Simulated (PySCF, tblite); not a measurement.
**C₃H₇FOSi: dynamics, then NMR shifts on frames**

Aim: move C₃H₇FOSi (`C=C(CF)[SiH2]O`) away from its starting geometry and see how NMR shifts follow the geometry.

Programs: tblite 0.8.0 and PySCF 2.14.0, with density-fitted response routines of our own. Each step states its level of theory. These are calculated values for one molecule in the gas phase, unless marked as measured. Atoms count from 0, in the outputs and in this text.

**1. The molecule as given**

13 atoms, charge 0, multiplicity 1; geometry from: GFN2-xTB.

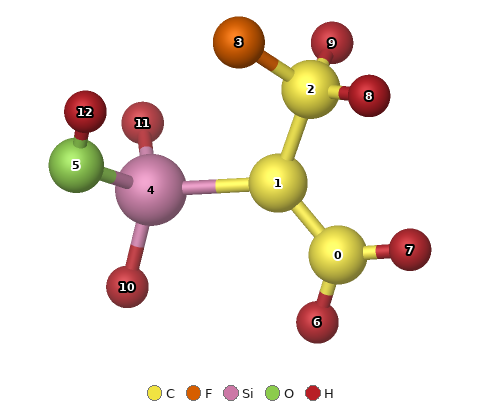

The starting geometry (carbon yellow, fluorine orange, silicon pink, oxygen green, hydrogen red), atoms numbered.

**2. A short Langevin run with GFN2-xTB**

The job: settings as JSON, then the geometry in Å.

```
{"job": {"kind": "md", "xc": "GFN2-xTB", "basis": "xTB", "temperature": 600, "steps": 2000, "every": 50, "frames": 5}, "charge": 0, "multiplicity": 1}
C     -0.746608     1.605410     0.462420
C     -0.342406     0.411361     0.056869
C     -1.322083    -0.722782     0.007296
F     -0.711448    -1.929112     0.297721
Si     1.428441     0.040322    -0.529676
O      2.123341    -1.120012     0.361051
H     -0.077126     2.447486     0.474895
H     -1.758175     1.798451     0.789937
H     -2.140231    -0.608024     0.725741
H     -1.732153    -0.832308    -1.004267
H      2.282998     1.192428    -0.292033
H      1.336327    -0.357227    -1.939244
H      1.654736    -1.925505     0.571562
```

With the program's defaults for keys left out, this is: GFN2-xTB Langevin dynamics, gas phase.

Command:

```
$ OMP_NUM_THREADS=1 python probes_run.py task.json out
```

One launch serves the whole session: the jobs run in the order shown.

The program printed:

```text
t/fs     T/K      E/eV
    0.0   500.1   -558.75747
   25.0   387.9   -558.40159
   50.0   480.4   -558.11144
   75.0   536.5   -558.22091
  100.0   568.2   -557.94955
  125.0   476.1   -557.58889
  150.0   482.3   -557.93427
  175.0   381.4   -557.33925
  200.0   765.8   -557.76333
  225.0   546.2   -557.59773
  250.0   569.2   -557.54908
  275.0   519.6   -557.59445
  300.0   549.3   -557.53697
  325.0   652.1   -557.92043
  350.0   657.4   -558.27153
  375.0   675.4   -557.95560
  400.0   712.4   -557.90970
  425.0   636.2   -557.58469
  450.0   647.7   -557.73427
  475.0   691.6   -557.93388
  500.0   506.9   -557.94693
  525.0   476.5   -557.85053
  550.0   614.7   -557.90592
  575.0   653.1   -557.75065
  600.0   775.1   -558.04145
  625.0   621.1   -557.81341
  650.0   763.4   -558.05672
  675.0   567.5   -557.59289
  700.0   758.3   -557.43663
  725.0   890.6   -557.47859
  750.0   776.9   -557.39254
  775.0   894.5   -557.91198
  800.0   858.2   -558.21530
  825.0   711.3   -557.81836
  850.0   723.0   -558.05604
  875.0   434.4   -557.41179
  900.0   547.4   -557.84023
  925.0   549.9   -557.50488
  950.0   646.9   -557.69028
  975.0   623.7   -557.92452
 1000.0   576.3   -557.80200
```

Wall time 10 s (1 thread of Arm Neoverse V1, shared host); peak memory 0.19 GiB.

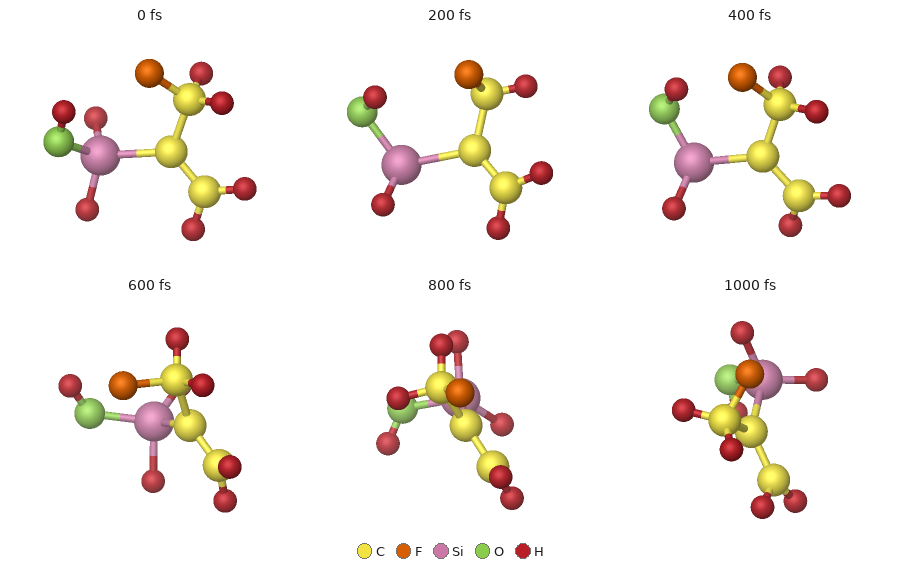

Frames of the run.

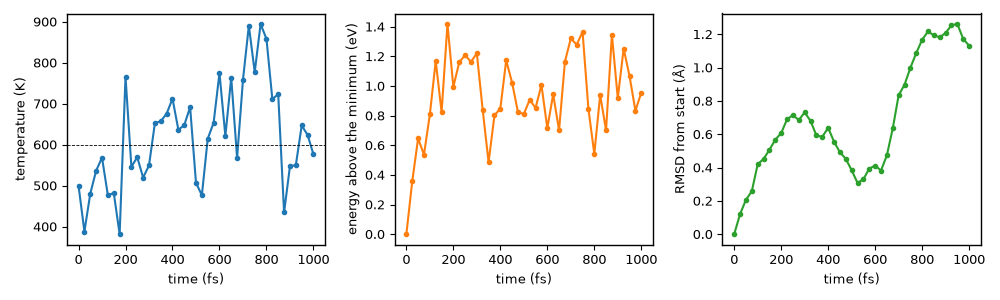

Temperature, potential energy and distance from the start.

Positions (Å) and forces (eV/Å) at 1000 fs:

```xyz
13

C    -0.969    0.680    1.584    0.618   -0.396   -1.079
C    -0.897   -0.567    1.064    0.353    2.315    1.726
C    -0.562   -1.613    2.187   -0.254    0.737   -2.699
F    -1.608   -2.451    1.972   -0.624   -1.350    1.057
Si   -1.466   -1.012   -0.726   -0.760   -1.748    2.160
O    -0.525   -0.803   -1.983    1.210    0.767   -0.623
H    -1.183    1.642    1.122   -0.224   -0.618   -0.504
H    -0.556    0.846    2.548   -0.075    0.043    0.885
H     0.334   -2.146    1.844    0.102   -0.070    0.603
H    -0.552   -1.243    3.232    0.002   -0.225   -0.749
H    -2.661   -0.310   -1.080   -0.685    0.359    0.176
H    -1.511   -2.470   -0.621   -0.149    0.064   -0.257
H    -0.302    0.123   -2.012    0.486    0.121   -0.694
```

**3. NMR shieldings: 250 fs, PBE0/pcSseg-1**

The job: settings as JSON, then the geometry in Å.

```
{"job": {"kind": "nmr", "xc": "PBE0", "basis": "pcSseg-1", "pop": false}, "charge": 0, "multiplicity": 1}
C     -1.188800     1.363700     0.994700
C     -0.677700     0.280400     0.481800
C     -1.544000    -0.874100     0.000900
F     -1.368900    -1.971900     0.871800
Si     1.191400     0.155100    -0.061000
O      1.370400    -1.352200    -0.710800
H     -0.394400     2.013500     1.265600
H     -2.202500     1.532200     1.474100
H     -2.730400    -0.731500    -0.295000
H     -1.248200    -1.314200    -1.046100
H      2.054100     0.290900     1.171100
H      1.272500     1.064900    -1.345900
H      1.644800    -1.959400    -0.004100
```

With the program's defaults for keys left out, this is: GIAO PBE0/pcSseg-1 NMR shielding, non-relativistic, gas phase.

The program printed:

```text
coarse grid: 11400 points
cycle   1  E = -582.3845553331  dE =  4.345e-01  |g| = 8.527e-01  |ddm| = 3.133e+00
cycle   2  E = -582.2057041889  dE =  1.789e-01  |g| = 1.318e+00  |ddm| = 1.641e+00
cycle   3  E = -582.5144619285  dE = -3.088e-01  |g| = 1.070e-01  |ddm| = 1.157e+00
cycle   4  E = -582.5165658712  dE = -2.104e-03  |g| = 4.751e-02  |ddm| = 1.375e-01
cycle   5  E = -582.5170690362  dE = -5.032e-04  |g| = 9.035e-03  |ddm| = 4.355e-02
cycle   6  E = -582.5170800151  dE = -1.098e-05  |g| = 4.826e-03  |ddm| = 9.344e-03
cycle   7  E = -582.5170855507  dE = -5.536e-06  |g| = 7.018e-04  |ddm| = 4.057e-03
final grid: 105968 points
cycle   8  E = -582.5694527165  dE = -2.401e-05  |g| = 7.673e-03  |ddm| = 2.045e-02
cycle   9  E = -582.5694397955  dE =  1.292e-05  |g| = 1.143e-02  |ddm| = 1.455e-02
cycle  10  E = -582.5694646510  dE = -2.486e-05  |g| = 7.264e-04  |ddm| = 8.471e-03
cycle  11  E = -582.5694647502  dE = -9.915e-08  |g| = 2.229e-04  |ddm| = 7.564e-04
cycle  12  E = -582.5694647616  dE = -1.140e-08  |g| = 5.265e-05  |ddm| = 2.221e-04
cycle  13  E = -582.5694647619  dE = -3.643e-10  |g| = 2.795e-05  |ddm| = 5.824e-05
converged SCF energy = -582.5694647619

GIAO shielding tensors (ppm)
atom      isotropic    diamagn.    paramagn.     s11        s22        s33       span
  0 C       51.973     253.938    -201.965    -64.305     58.526    161.698    226.003
  1 C       29.110     262.930    -233.820    -83.387     20.380    150.339    233.726
  2 C       88.918     242.145    -153.227     55.885     70.596    140.273     84.388
  3 F      382.135     473.446     -91.311    313.834    378.122    454.449    140.615
  4 Si     369.257     879.488    -510.231    334.984    340.995    431.791     96.807
  5 O      304.702     387.976     -83.274    270.489    320.006    323.611     53.121
  6 H       26.506      32.052      -5.546     23.057     24.155     32.307      9.251
  7 H       24.179      28.290      -4.111     21.679     23.885     26.973      5.294
  8 H       24.082      25.336      -1.254     21.651     23.144     27.450      5.799
  9 H       24.303      28.293      -3.990     22.023     24.797     26.090      4.067
 10 H       25.504      28.594      -3.090     22.290     24.321     29.901      7.611
 11 H       24.979      27.580      -2.601     21.531     23.892     29.513      7.982
 12 H       30.114      30.364      -0.250     23.165     25.196     41.981     18.815
```

Run time: 12 s. Hardware: 1 thread of Arm Neoverse V1, shared host; peak memory 0.67 GiB.

The references, computed at this level on geometries of the same kind, shield at (ppm): 1H TMS 31.72, 13C TMS 186.9, 29Si TMS 349.2, 19F CFCl3 170.9, 17O H2O 336.1. Their shielding less the atom's gives the shift. The references are single molecules in the gas phase, so shifts against H2O, NH3, PH3, H3PO4 or CFCl3 are not on the usual liquid scales and can be off by tens of ppm. Each atom is listed at this fixed geometry, with no averaging over motion; a spectrum would average atoms that exchange fast.

```
atoms                                 environment  σ (ppm)  δ (ppm)
   C1             fully substituted alkene carbon     29.1    157.8
   C0                        terminal =CH2 carbon     52.0    135.0
   C2                 allylic sp3 CH2 bonded to F     88.9     98.0
   H8  hydrogen on an allylic sp3 CH2 bonded to F    24.08     7.64
   H7          hydrogen on a terminal =CH2 carbon    24.18     7.54
   H9  hydrogen on an allylic sp3 CH2 bonded to F    24.30     7.41
  H11        hydrogen on a silicon bonded to C, O    24.98     6.74
  H10        hydrogen on a silicon bonded to C, O    25.50     6.21
   H6          hydrogen on a terminal =CH2 carbon    26.51     5.21
  H12          hydrogen on an oxygen bonded to Si    30.11     1.60
   F3                   fluorine on an sp3 carbon    382.1   -211.2
  Si4                 silicon bonded to C, O, 2 H    369.3    -20.1
   O5                      oxygen bonded to Si, H    304.7     31.4
```

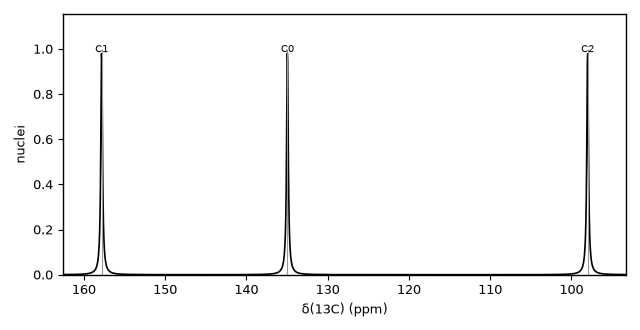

13C lines at the computed shifts, without couplings. Lines are broadened to a width of 0.24 ppm (Lorentzian).

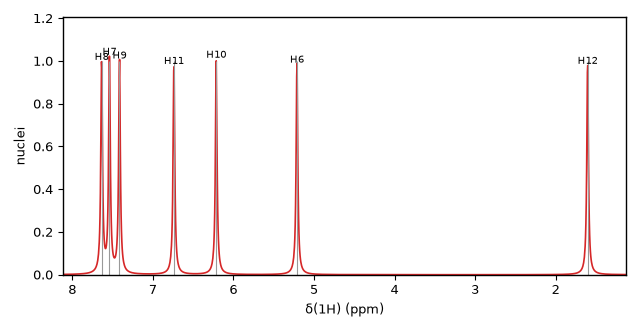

1H lines at the computed shifts, without couplings. Lines are broadened to a width of 0.02 ppm (Lorentzian).

**4. NMR shieldings: 425 fs, PBE0/pcSseg-1**

The job: settings as JSON, then the geometry in Å.

```
{"job": {"kind": "nmr", "xc": "PBE0", "basis": "pcSseg-1", "pop": false}, "charge": 0, "multiplicity": 1}
C     -1.634400     1.156700     1.405800
C     -1.062400    -0.031100     0.951400
C     -1.963400    -1.129300     1.184400
F     -1.470400    -2.400300     1.519200
Si     0.641900    -0.042400     0.203000
O      0.952800    -1.605800    -0.094300
H     -1.028700     1.946400     1.632800
H     -2.636200     1.138100     1.976100
H     -2.649000    -0.854600     2.096600
H     -2.429500    -1.431200     0.171100
H      1.749800     0.442700     1.019500
H      0.653400     0.705000    -1.033100
H      1.124800    -2.197400     0.706100
```

With the program's defaults for keys left out, this is: GIAO PBE0/pcSseg-1 NMR shielding, non-relativistic, gas phase.

The program printed:

```text
coarse grid: 11400 points
cycle   1  E = -582.3921619687  dE =  5.677e-01  |g| = 8.343e-01  |ddm| = 3.143e+00
cycle   2  E = -582.2357548231  dE =  1.564e-01  |g| = 1.265e+00  |ddm| = 1.664e+00
cycle   3  E = -582.5138697912  dE = -2.781e-01  |g| = 9.603e-02  |ddm| = 1.168e+00
cycle   4  E = -582.5155780598  dE = -1.708e-03  |g| = 4.168e-02  |ddm| = 1.146e-01
cycle   5  E = -582.5159490197  dE = -3.710e-04  |g| = 1.089e-02  |ddm| = 3.894e-02
cycle   6  E = -582.5159669565  dE = -1.794e-05  |g| = 6.244e-03  |ddm| = 1.321e-02
cycle   7  E = -582.5159773566  dE = -1.040e-05  |g| = 7.986e-04  |ddm| = 5.165e-03
cycle   8  E = -582.5159774469  dE = -9.035e-08  |g| = 4.424e-04  |ddm| = 8.271e-04
final grid: 105968 points
cycle   9  E = -582.5669227282  dE = -2.374e-05  |g| = 8.710e-03  |ddm| = 1.922e-02
cycle  10  E = -582.5669061995  dE =  1.653e-05  |g| = 1.302e-02  |ddm| = 1.640e-02
cycle  11  E = -582.5669379552  dE = -3.176e-05  |g| = 8.720e-04  |ddm| = 9.554e-03
cycle  12  E = -582.5669381004  dE = -1.452e-07  |g| = 2.849e-04  |ddm| = 8.181e-04
cycle  13  E = -582.5669381146  dE = -1.423e-08  |g| = 1.709e-04  |ddm| = 3.517e-04
cycle  14  E = -582.5669381221  dE = -7.508e-09  |g| = 1.714e-05  |ddm| = 1.499e-04
cycle  15  E = -582.5669381222  dE = -5.048e-11  |g| = 8.006e-06  |ddm| = 1.784e-05
converged SCF energy = -582.5669381222

GIAO shielding tensors (ppm)
atom      isotropic    diamagn.    paramagn.     s11        s22        s33       span
  0 C       31.422     253.118    -221.696   -100.480     45.364    149.383    249.863
  1 C       13.746     261.414    -247.668   -125.487      7.384    159.341    284.828
  2 C       77.107     236.832    -159.724     29.086     80.101    122.134     93.048
  3 F      391.548     471.798     -80.250    354.836    390.711    429.097     74.262
  4 Si     376.685     880.557    -503.872    329.787    346.671    453.598    123.811
  5 O      297.997     388.492     -90.496    259.377    307.501    327.112     67.735
  6 H       26.160      33.605      -7.446     20.114     26.801     31.564     11.450
  7 H       24.206      29.102      -4.896     20.438     24.081     28.099      7.661
  8 H       24.158      26.520      -2.362     19.129     24.953     28.392      9.263
  9 H       23.460      25.550      -2.089     19.765     24.310     26.307      6.542
 10 H       26.006      30.034      -4.028     22.639     24.700     30.678      8.040
 11 H       26.373      30.188      -3.815     23.246     25.206     30.666      7.420
 12 H       28.651      28.551       0.101     22.384     24.826     38.744     16.360
```

Run time: 13 s. Hardware: 1 thread of Arm Neoverse V1, shared host; peak memory 0.72 GiB.

In short: δ C1 173.2, C0 155.5, C2 109.8, F3 -220.6, H9 8.26, H8 7.56 ppm.

(Part 1 of 2 ends here.)
